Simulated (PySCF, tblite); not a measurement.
**C2H6BN2Si radical: geometry, infrared bands and EPR parameters**

What infrared bands and EPR parameters should C2H6BN2Si radical (`C#C[SiH2][N]BN`) show?

Computed with tblite 0.8.0 and PySCF 2.14.0, with density-fitted response routines of our own, on a single molecule in the gas phase. Atoms count from 0, in the outputs and in this text.

### Step 1. Starting geometry

12 atoms, charge 0, multiplicity 2; geometry from: force field or distance geometry start.

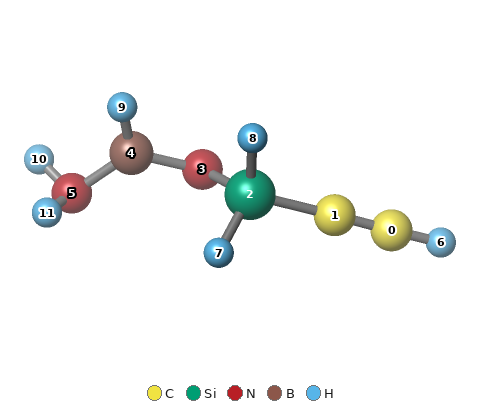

The starting geometry (carbon yellow, silicon teal, nitrogen red, boron brown, hydrogen blue), atoms numbered.

### Step 2. Optimising the geometry with GFN2-xTB

Job settings and geometry (Å):

```
{"job": {"kind": "relax", "xc": "GFN2-xTB", "basis": "xTB"}, "charge": 0, "multiplicity": 2}
C      3.587500     1.036100     0.087800
C      2.406300     0.829900     0.286600
Si     0.661400     0.500000     0.612000
N     -0.142400     0.024100    -0.929900
B     -1.607600    -0.254800    -0.604500
N     -2.188200    -1.642500    -0.836400
H      4.605000     1.229600    -0.097500
H      0.533300    -0.571700     1.604100
H      0.027200     1.723600     1.130700
H     -2.309100     0.620300    -0.223200
H     -2.982400    -1.539600    -1.503300
H     -2.589900    -1.955700     0.080100
```

Started as:

```bash
$ OMP_NUM_THREADS=1 python probes_run.py task.json out
```

This one command runs all jobs of the session in turn.

Log:

```text
step      E/eV     max force
  0    -435.52589    4.590
  1    -435.96072    5.741
  2    -435.46146   11.426
  3    -436.24980    1.924
  4    -436.30814    0.998
  5    -436.34140    0.731
  6    -436.37059    0.578
  7    -436.39084    0.542
  8    -436.42468    0.802
  9    -436.46051    0.753
 10    -436.49525    0.766
 11    -436.52930    0.583
 12    -436.56641    0.540
 13    -436.60599    0.799
 14    -436.66358    0.738
 15    -436.72617    0.600
 16    -436.78035    0.652
 17    -436.84064    1.231
 18    -436.89955    1.031
 19    -436.92649    0.830
 20    -436.96253    0.623
 21    -436.98231    0.401
 22    -437.01274    0.533
 23    -437.04166    0.765
 24    -437.06325    0.500
 25    -437.08545    0.324
 26    -437.10491    0.377
 27    -437.11737    0.318
 28    -437.12439    0.562
 29    -437.13295    0.353
 30    -437.14450    0.310
 31    -437.15597    0.432
 32    -437.16347    0.368
 33    -437.17413    0.187
 34    -437.18050    0.172
 35    -437.18506    0.151
 36    -437.18832    0.178
 37    -437.19354    0.179
 38    -437.20059    0.226
 39    -437.20633    0.159
 40    -437.20901    0.175
 41    -437.21051    0.093
 42    -437.21143    0.085
 43    -437.21250    0.088
 44    -437.21381    0.123
 45    -437.21590    0.158
 46    -437.21776    0.134
 47    -437.21896    0.073
 48    -437.21941    0.052
 49    -437.21972    0.064
 50    -437.22039    0.091
 51    -437.22175    0.125
 52    -437.22406    0.131
 53    -437.22629    0.123
 54    -437.22773    0.101
 55    -437.22883    0.131
 56    -437.22989    0.122
 57    -437.23131    0.122
 58    -437.23478    0.165
 59    -437.23680    0.183
 60    -437.23920    0.130
 61    -437.24043    0.178
 62    -437.24112    0.204
 63    -437.24202    0.071
 64    -437.24296    0.129
 65    -437.24425    0.090
 66    -437.24573    0.059
 67    -437.24620    0.131
 68    -437.24655    0.090
 69    -437.24688    0.108
 70    -437.24722    0.043
 71    -437.24744    0.045
 72    -437.24761    0.032
 73    -437.24776    0.037
 74    -437.24791    0.031
 75    -437.24802    0.019
 76    -437.24807    0.014
 77    -437.24810    0.013
 78    -437.24814    0.015
 79    -437.24817    0.012
 80    -437.24820    0.011
 81    -437.24822    0.010
```

It took 0.48 s on 1 thread of Arm Neoverse V1, shared host.

Along the way: (not every step is listed) (the energy doesn't fall at every step)

| step | energy from step 0 (eV) | largest force (eV/Å) |
| --- | --- | --- |
| 0 | 0.0000 | 4.5896 |
| 1 | -0.4348 | 5.7409 |
| 2 | 0.0644 | 11.4261 |
| 3 | -0.7239 | 1.9239 |
| 4 | -0.7822 | 0.9976 |
| 5 | -0.8155 | 0.7314 |
| 6 | -0.8447 | 0.5780 |
| 7 | -0.8650 | 0.5424 |
| 8 | -0.8988 | 0.8024 |
| 14 | -1.1377 | 0.7382 |
| 20 | -1.4366 | 0.6230 |
| 26 | -1.5790 | 0.3770 |
| 32 | -1.6376 | 0.3685 |
| 38 | -1.6747 | 0.2258 |
| 44 | -1.6879 | 0.1229 |
| 50 | -1.6945 | 0.0906 |
| 56 | -1.7040 | 0.1224 |
| 62 | -1.7152 | 0.2042 |
| 68 | -1.7207 | 0.0896 |
| 74 | -1.7220 | 0.0307 |
| 76 | -1.7222 | 0.0144 |
| 77 | -1.7222 | 0.0128 |
| 78 | -1.7222 | 0.0150 |
| 79 | -1.7223 | 0.0117 |
| 80 | -1.7223 | 0.0108 |
| 81 | -1.7223 | 0.0097 |

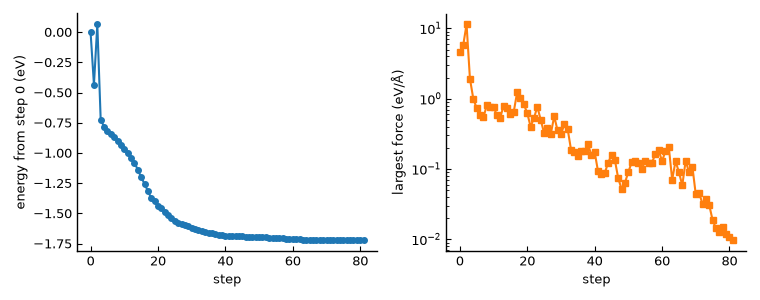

Energy and largest force along the relaxation.

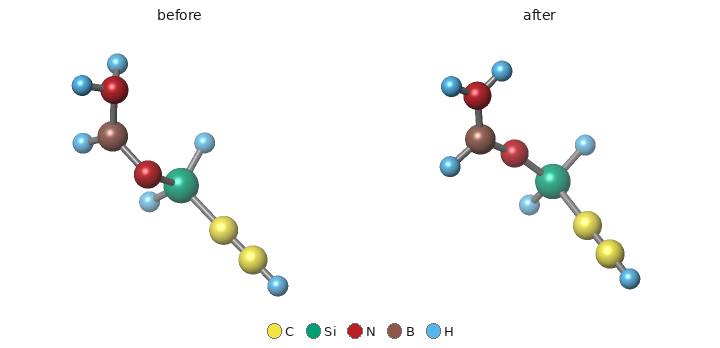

The geometry before (left) and after (right).

Distances of close pairs at the start and the end, largest changes first:

| bond | before (Å) | after (Å) | change (Å) |
| --- | --- | --- | --- |
| N3–B4 | 1.527 | 1.355 | -0.171 |
| Si2–N3 | 1.803 | 1.673 | -0.129 |
| B4–N5 | 1.522 | 1.402 | -0.120 |
| C1–Si2 | 1.805 | 1.858 | +0.053 |
| N5–H11 | 1.049 | 1.004 | -0.045 |
| N5–H10 | 1.042 | 1.003 | -0.039 |
| C0–C1 | 1.215 | 1.202 | -0.013 |
| Si2–H7 | 1.466 | 1.476 | +0.010 |

The final coordinates are the input of the step that follows.

### Step 3. Infrared spectrum with GFN2-xTB

Job settings and geometry (Å):

```
{"job": {"kind": "ir", "xc": "GFN2-xTB", "basis": "xTB"}, "charge": 0, "multiplicity": 2}
C      3.258901     0.874708    -0.306886
C      2.213976     0.772181     0.278251
Si     0.606668     0.614304     1.196662
N     -0.632923     0.041366     0.229520
B     -1.579698    -0.213702    -0.706356
N     -2.244654    -1.431634    -0.905001
H      4.173129     0.962821    -0.821613
H      0.784044    -0.415027     2.239333
H      0.271998     1.923014     1.781200
H     -1.873504     0.701022    -1.404973
H     -2.939747    -1.579904    -1.612348
H     -2.036991    -2.249835    -0.361428
```

Log:

```text
mode    cm-1     km/mol
  1      31.2      1.81
  2      61.8      2.08
  3      84.2      9.83
  4     134.9     11.17
  5     201.7      1.43
  6     267.9     17.30
  7     317.7    227.38
  8     344.0      2.63
  9     444.8     84.63
 10     465.3     11.22
 11     566.7      2.94
 12     626.5     23.96
 13     661.9     57.53
 14     677.7     30.67
 15     681.2     34.16
 16     686.5     18.89
 17     732.1    168.62
 18     757.9    315.04
 19     827.7     56.70
 20     981.3     17.97
 21    1193.7     53.45
 22    1501.0     83.44
 23    1516.5    218.51
 24    2099.5    268.61
 25    2156.0    201.82
 26    2210.4     26.94
 27    2393.0     39.76
 28    3346.0      8.09
 29    3513.0      4.61
 30    3560.7      0.45
```

It took 0.32 s on 1 thread of Arm Neoverse V1, shared host.

Which atoms move in the most intense modes:

| cm⁻¹ | km/mol | atoms |
| --- | --- | --- |
| 318 | 227.4 | H11 39 %, H10 36 %, N5 20 % |
| 445 | 84.6 | H7 29 %, H8 24 %, Si2 20 %, C1 11 % |
| 732 | 168.6 | H8 48 %, H7 43 % |
| 758 | 315.0 | Si2 37 %, H7 14 %, H8 13 %, H10 10 % |
| 1501 | 83.4 | N3 32 %, B4 28 %, H10 20 %, H11 17 % |
| 1516 | 218.5 | H11 26 %, H10 24 %, B4 21 %, N3 14 % |
| 2100 | 268.6 | H7 86 %, H8 10 % |
| 2156 | 201.8 | H8 86 %, H7 11 % |

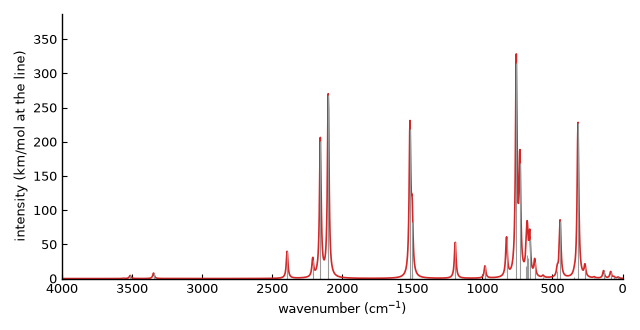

The infrared spectrum from these modes, unscaled. Lines are broadened to a width of 14 cm⁻¹ (Lorentzian).

### Step 4. g tensor and hyperfine couplings: B3LYP/pcH-1

The job, as its differences from that of step 3:

```diff
@@ -1,2 +1,2 @@
-{"job": {"kind": "ir", "xc": "GFN2-xTB", "basis": "xTB"}, "charge": 0, "multiplicity": 2}
+{"job": {"kind": "epr", "basis": "pcH-1"}, "charge": 0, "multiplicity": 2}
 C      3.258901     0.874708    -0.306886
```

Method: UKS B3LYP, pcH-1 on B C H N Si, non-relativistic, mean-field spin-orbit, GIAO.

Log:

```text
UKS, coarse grid
  cycle   1  E = -503.57666458  |g| = 4.52e-01
  cycle   2  E = -503.50494081  |g| = 6.08e-01
  cycle   3  E = -503.67513326  |g| = 8.22e-02
  cycle   4  E = -503.67687208  |g| = 5.99e-02
  cycle   5  E = -503.67843671  |g| = 2.65e-02
  cycle   6  E = -503.67878444  |g| = 6.09e-03
  cycle   7  E = -503.67880770  |g| = 4.14e-03
  cycle   8  E = -503.67881775  |g| = 1.06e-03
  cycle   9  E = -503.67882042  |g| = 4.48e-04
UKS, final grid
  cycle   1  E = -503.67883042  |g| = 3.90e-04
  cycle   2  E = -503.67883094  |g| = 5.40e-04
  cycle   3  E = -503.67883120  |g| = 2.49e-04
  cycle   4  E = -503.67883155  |g| = 2.01e-04
  cycle   5  E = -503.67883191  |g| = 1.13e-04
  cycle   6  E = -503.67883194  |g| = 2.38e-05
  cycle   7  E = -503.67883194  |g| = 1.02e-05
E = -503.67883194 Eh   <S^2> = 0.7544 (exact 0.7500)
g shifts (ppm)      1          2          3
  rmc          -190       -190       -190
  gc              2         60         45
  oz_so          40       1849       6104
  total        -148       1718       5958
hyperfine (MHz)  atom isotope    a_iso     a_fc   dipolar eigenvalues
    0   13C      -0.25      -0.25     -0.65     -0.31      0.96
    1   13C       1.33       1.33     -0.76     -0.53      1.29
    2  29Si      44.11      44.21     -1.91     -1.03      2.94
    3   14N      26.89      26.71    -38.82    -36.08     74.90
    4   11B     -40.87     -40.88     -8.33     -2.32     10.65
    5   14N      26.87      26.89     -1.88     -1.36      3.24
    6    1H       0.43       0.43     -0.49     -0.48      0.97
    7    1H     112.47     112.47     -4.64     -1.35      6.00
    8    1H      67.05      67.04     -3.61     -2.23      5.84
    9    1H     223.87     223.86     -5.89     -1.58      7.47
   10    1H       2.26       2.26     -3.45     -1.54      5.00
   11    1H       1.24       1.25     -4.84     -1.90      6.74
```

It took 54 s on 1 thread of Arm Neoverse V1, shared host; peak memory 0.81 GiB.

Principal g values 2.00217, 2.00404, 2.00828; g(iso) = 2.00483, against 2.00232 for a free electron.

Mean a(iso) over the nuclei that a row names, and the largest dipolar term of the row (other rows stand at the frozen geometry):

| nuclei | isotope | a(iso) (MHz) | a(iso) (G, at g = 2.0023) | largest dipolar term (MHz) |
| --- | --- | --- | --- | --- |
| H9 | 1H | 223.9 | 79.9 | 7.5 |
| H7, H8 | 1H | 89.8 | 32.0 | 6.0 |
| Si2 | 29Si | 44.1 | 15.7 | 2.9 |
| B4 | 11B | -40.9 | -14.6 | 10.7 |
| N3 | 14N | 26.9 | 9.6 | 74.9 |
| N5 | 14N | 26.9 | 9.6 | 3.2 |
| H10, H11 | 1H | 1.7 | 0.6 | 6.7 |
| C1 | 13C | 1.3 | 0.5 | 1.3 |
| H6 | 1H | 0.4 | 0.2 | 1.0 |
| C0 | 13C | -0.3 | -0.1 | 1.0 |

Mulliken spin populations:

| atom | value (e) |
| --- | --- |
| C0 | -0.01 |
| C1 | 0.00 |
| Si2 | -0.05 |
| N3 | 0.87 |
| B4 | -0.08 |
| N5 | 0.02 |
| H6 | 0.00 |
| H7 | 0.06 |
| H8 | 0.04 |
| H9 | 0.12 |
| H10 | 0.00 |
| H11 | 0.01 |

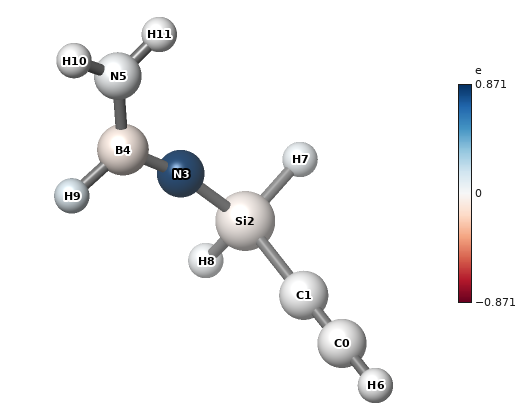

Mulliken spin populations, as colours on the atoms.

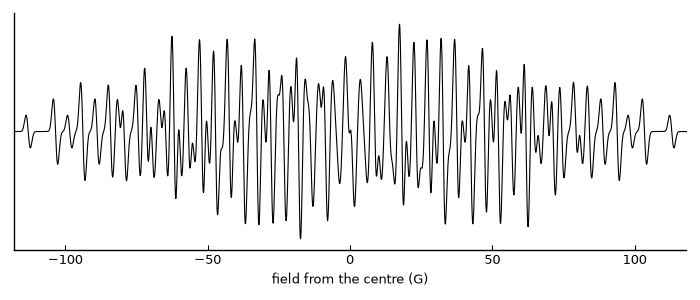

First-order isotropic spectrum (first derivative, main isotopes with spin only, couplings over 0.8 MHz, Gaussian width 0.6 G; couplings of the frozen geometry, rotation of groups not averaged beyond the rows shown).

Orbitals, density, ELF and potential are computed afterwards from the orbital file.

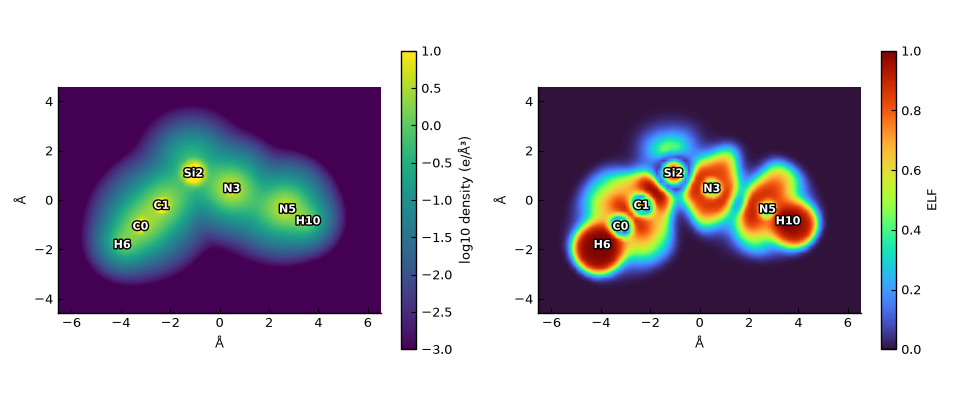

Density (left) and ELF (right) in a plane through or near 7 of the atoms.

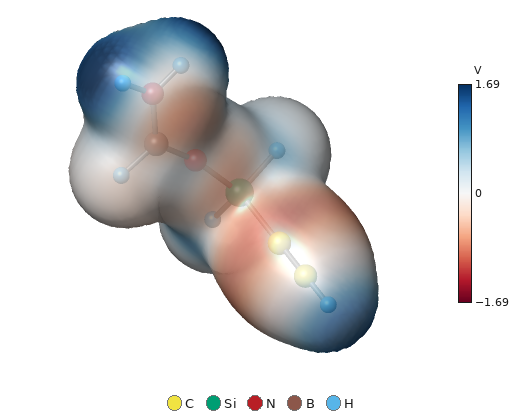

Electrostatic potential on the surface of density 0.002 e/bohr³; red is low, blue high. It runs from -0.87 V near C1 to 1.69 V near H10.

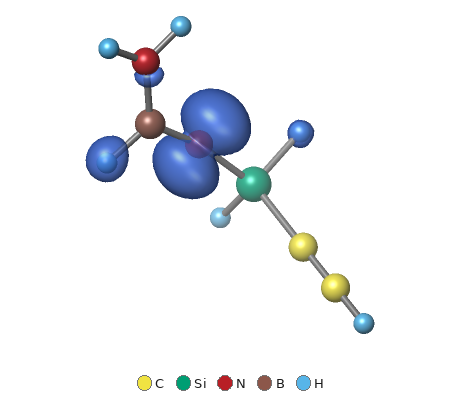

Spin density at ±0.06 e/Å³ (alpha excess blue, beta excess red).

### Step 5. Results

| quantity | value |
| --- | --- |
| strongest single infrared mode (GFN2-xTB) | 758 cm⁻¹, 315 km/mol |
| zero-point energy (GFN2-xTB) | 47.2 kcal/mol |
| g(iso) (B3LYP) | 2.00483 |
| ⟨S²⟩ | 0.754 (exact 0.75) |
| largest a(iso) (averaged by class) | 1H on H9, 223.9 MHz |
| surface potential, least and greatest | -0.87 V and 1.69 V |

**Reading.** Relaxing lowered the energy by 1.722 eV in 81 steps; the close pair that moved most is N3–B4, from 1.527 to 1.355 Å. No mode is imaginary among the 30: a minimum at this level. The strongest single mode, at 758 cm⁻¹, is spread over several atoms, Si2, H7, H8, H10 among them. GFN2-xTB is a fitted tight-binding method: band positions and strengths are rough. Its intensities can rank the bands wrongly. N3 carries the largest spin population, 0.87 e. The isotropic g lies 2.5 ppt above the free-electron value.
